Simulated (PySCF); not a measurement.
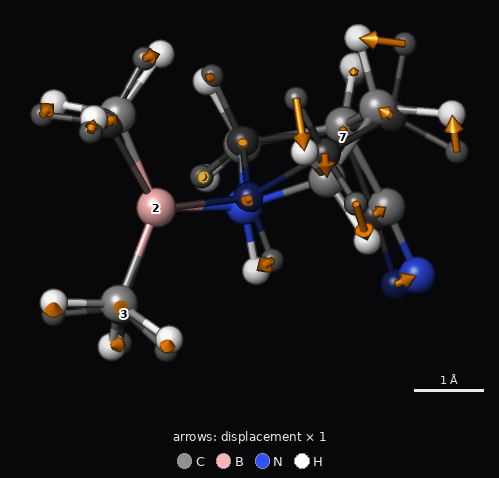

A relaxation of C$_{7}$H$_{14}$BN$_{2}$ (charge +1). The starting structure is drawn faded, the final one solid; orange arrows show the displacements, at their true length. The two geometries are superimposed by the best rigid fit.

A ball-and-stick model, seen at a tilt.

The start comes from GFN2-xTB.

All numbers below come from PySCF 2.14.0, density-fitted response routines, PBE0-D3(BJ)/def2-SVP geometry optimisation, gas phase. 

Question: What did the optimiser do to the structure, and how much energy did it gain?

Answer: The energy falls by 2.51 kcal/mol in 14 geometry steps. Largest force component: 1.9 eV/Å at the start, 0.018 eV/Å at the end. The largest moves after the best rigid fit, 0.83 Å, are those of H atoms. By element the largest moves are H 0.83 Å, C 0.38 Å, N 0.35 Å, B 0.03 Å. Near-neighbour distances that change, for instance: C–N 1.490 → 1.527 Å, C–N 1.484 → 1.500 Å, C–H 1.093 → 1.108 Å, C–N 1.141 → 1.157 Å. Among the angles between lasting bonds that change: B–N–C 116.4° → 110.7°, B–C–H 109.9° → 106.4°, C–N–C 103.9° → 106.6°. Groups turn about C–C by about 30°, C–N by about 25°.
